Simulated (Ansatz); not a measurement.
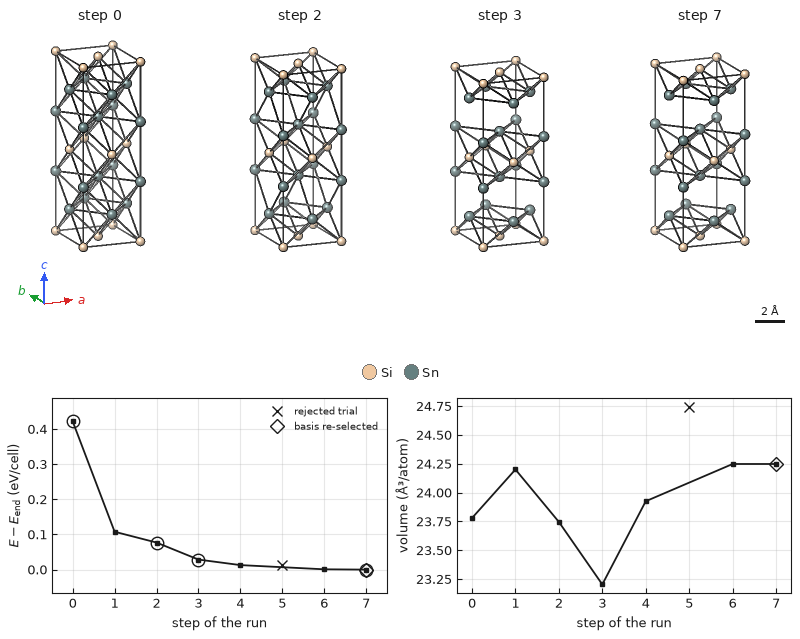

Frames of a relaxation of crystalline SiSn$_{2}$ (a generated structure, set up in Fmmm) (coarse preliminary run), marked on the history of the run. The picture is a ball-and-stick view of the conventional cell (4 times the calculation's cell), seen slightly off an axis. Lengths and directions refer to the drawn axes.

The calculation used Ansatz 0.2.0, DFT PBE, scalar-relativistic, plane waves, PAW.

The input:
```yaml
crystal:
  lattice:
    - [0.0, 2.5273127, 6.50698862]
    - [2.16899621, 0.0, 6.50698862]
    - [2.16899621, 2.5273127, 0.0]
  atoms:
    - { symbol: Si, position: [0.0, 0.0, 0.0] }
    - { symbol: Sn, position: [0.33333333, 0.33333333, 0.66666667] }
    - { symbol: Sn, position: [0.66666667, 0.66666667, 0.33333333] }
basis:
  ecutwfc: 420
kpoints:
  mp_grid: { grid: [6, 6, 6] }
hamiltonian:
  xc: pbe
scf:
  occupations: { method: gaussian, width: 0.1 }
  lower_state_search: "off"
output:
  forces: true
  stress: true
  eigenvalues: true
relax:
  adjacent_minimum: "off"
  f_tol: 0.04
  max_steps: 70
  cell: { stress_tol: 0.4 }
```

Command:
```bash
ansatz run input.yaml --threads 1 --pin off --max-ram 2560MiB --backend cpu --events-out ev --progress --plain --runs-dir out
```

Q: What happens along the run?

A: The largest moves relative to the cell, 0.33 Å, are those of Sn2 and Sn3. Sn3 goes along −c. Si stays in place. The volume changes by +2.0 %, with a 4.338 → 4.673 Å (+7.7 %), b 5.055 → 5.152 Å (+1.9 %), c 13.014 → 12.087 Å (−7.1 %). Among the contacts that change: Sn2–Sn3 3.067 → 3.558 Å, Sn2–Sn3 (another image) 3.330 → 3.719 Å, Si1–Sn2 3.330 → 3.076 Å, Si1–Sn2 (another image) 3.067 → 2.878 Å. Bond angles that change, for instance: Si1–Sn3–Si1 90.0° → 108.6°, Sn2–Si1–Sn3 90.0° → 71.4°, Sn2–Si1–Sn2 90.0° → 108.6°. The space group stays Fmmm (No. 69). Over 5 accepted moves (7 points after the start) the energy falls by 0.422 eV per cell of the calculation. The largest force component goes from 1.2 to 0.03 eV/Å. The pressure goes from 1.10 to −0.09 GPa. The line search rejected the trial step at point 5 of the run. The SCF was repeated once at an unchanged geometry on a basis and grid sized afresh for the cell, which shifted the energy by 0.9 meV per cell of the calculation at most. From step 0 to 2: Sn atoms move most (0.24 Å), volume −0.1 %, energy −0.345 eV per cell of the calculation. From step 2 to 3: Sn atoms move most (0.10 Å), volume −2.3 %, energy −48.4 meV per cell of the calculation. From step 3 to 7: volume +4.5 %, energy −28.6 meV per cell of the calculation.
